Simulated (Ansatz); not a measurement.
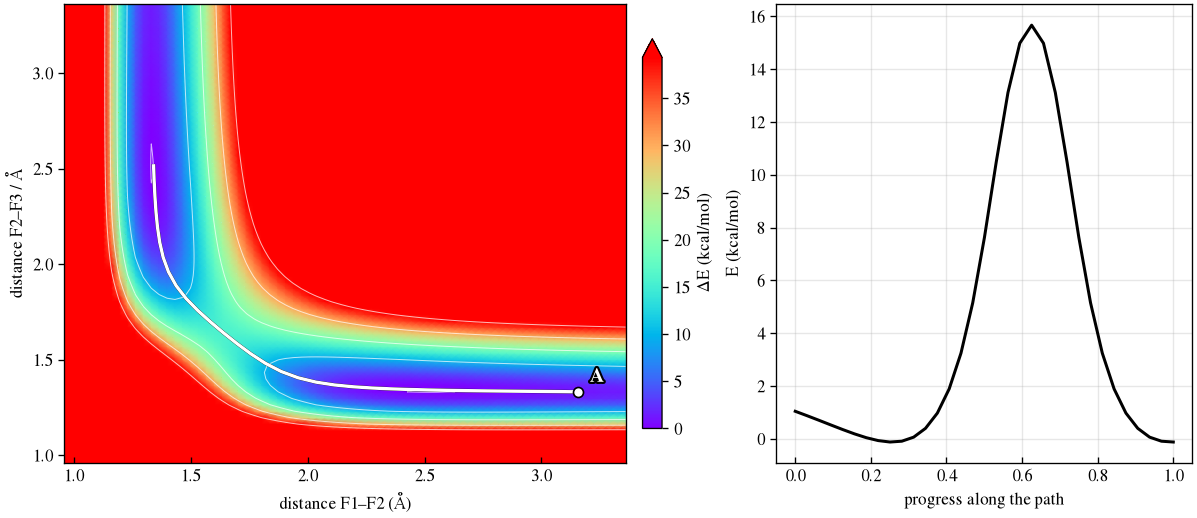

The system F⁻ + F₂. Coordinates scanned: (1) distance F1–F2; (2) distance F2–F3. Nothing is relaxed (the angle F1–F2–F3 is fixed at 180 degrees). The scan uses a 17 × 17 grid; 153 points were computed and 136 follow by symmetry. All energies are given in kcal/mol relative to the lowest grid point. The reference is spin-restricted, so regions where a bond is pulled apart into radicals lie too high. These are results of RHF/def2-TZVPD (Ansatz 0.2.0), not measurements.

The picture shows a smooth colour map with a few white contour lines, a line along the lowest path, one colour for all values above the top of the scale, the energy along the path at the right, the start A. Between grid points the surface is interpolated.

**Describe the path and its barrier.**

The easiest path runs from the side where the first distance is long, about distance F1–F2 = 3.16 Å, distance F2–F3 = 1.33 Å, to the well on the other side, about distance F1–F2 = 1.34 Å, distance F2–F3 = 2.51 Å. Its highest point, at distance F1–F2 = 1.631 Å, distance F2–F3 = 1.631 Å, lies about 15 kcal/mol above the start and 16 kcal/mol above the end on the interpolated surface.
